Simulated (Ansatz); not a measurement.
```xyz
5

O     1.1633   -0.1772   -0.3549
Ge   -0.3908    0.2794    0.4881
F    -0.9939    1.5419   -0.6298
H     1.7229   -0.8075    0.1379
H    -1.4515   -0.9102    0.3174
```

Level of theory: Ansatz 0.2.0, UKS BLYP-D4/def2-SVPD.

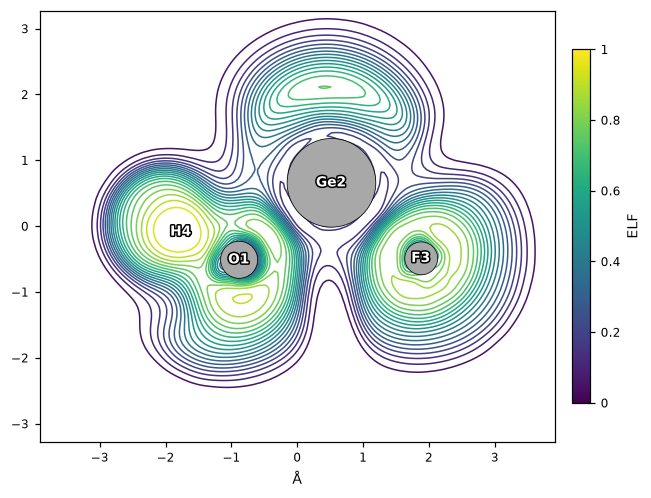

FGeH$_{2}$O (SMILES [OH][GeH][F]) (doublet). ELF on the plane of atoms Ge2, O1 and H4. Grey discs cover the atomic cores.

> Read the bonding off the picture.

Atoms in the plane: O, Ge, F and H.
Ge–F (1.79 Å): the ELF peaks at about 0.80 in the valence shell of F, 0.5 Å from its nucleus, and is about 0.25 at the midpoint.
Ge–O (1.83 Å): the ELF peaks at about 0.85 in the valence shell of O, 0.6 Å from its nucleus, and is about 0.35 at the midpoint.
O–H (0.98 Å): the ELF climbs to about 1 towards the hydrogen, as it does in any bond to H; an ordinary covalent bond to hydrogen.
The ELF also peaks beside O1 and F3, away from the bonds: non-bonding electrons, paired or unpaired.
